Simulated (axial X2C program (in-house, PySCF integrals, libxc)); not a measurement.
# A two-component session on Ge₂: properties at the nuclei

Aim: properties at the nuclei of Ge₂, with spin–orbit coupling in the Hamiltonian from the start.

Program: an in-house X2C program for linear molecules on PySCF integrals. Level of theory: two-component X2C with atomic mean-field terms, Ge dyall-cv3z. These are calculated values, not measurements.

### 1 Input

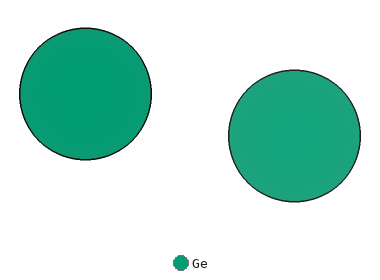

The two atoms at 2.420 Å (germanium teal).

File task.json:

```json
{"zs": [32, 32], "q": 0, "bas": ["dyall-cv3z", "dyall-cv3z"], "r0": 2.42, "levels": ["PBE0", "HF", "BHandHLYP", "BP86", "TPSSh"], "nst": 3}
```

Keys: zs atomic numbers; q charge; bas basis sets; r0 starting distance in Å; levels methods (HF also brings MP2); nst determinants followed.

Started as:

```
> python soeom.py task.json out
```

Further steps of the session: Expectation values, lowest determinant; Expectation values, a higher determinant; Expectation values, a higher determinant.

What does the calculation give? Wanted: lowest determinant; A∥/gI Ge; qzz Ge; higher determinant (for each run or level that gives them).

The runs gave:

| quantity | value |
| --- | --- |
| lowest determinant | Ω = 1 (excess of +ω over −ω: ω = -1/2, ω = 3/2) |
| A∥/gI Ge (MHz), PBE0 | -216 |
| qzz Ge (a.u.), PBE0 | -4.43 |
| higher determinant | Ω = 2 (excess of +ω over −ω: ω = 1/2, ω = 3/2) |
| A∥/gI Ge (MHz), PBE0, higher determinant | 133 |
| qzz Ge (a.u.), PBE0, higher determinant | -0.26 |
| higher determinant | Ω = 0 (closed shell) |
| qzz Ge (a.u.), PBE0, higher determinant | -4.37 |

**Reading.** The expectation values come from single determinants, which for open shells can mix terms of unlike spin or miss the lowest Ω, so a determinant need not be a state. A∥ is the parallel hyperfine constant, which follows by multiplying with the nuclear g factor gI = μI/(I μN); qzz is the electric field gradient, eQq0 = 234.96 MHz × Q/barn × qzz. The operators were transformed with the bare-nucleus X2C matrices.
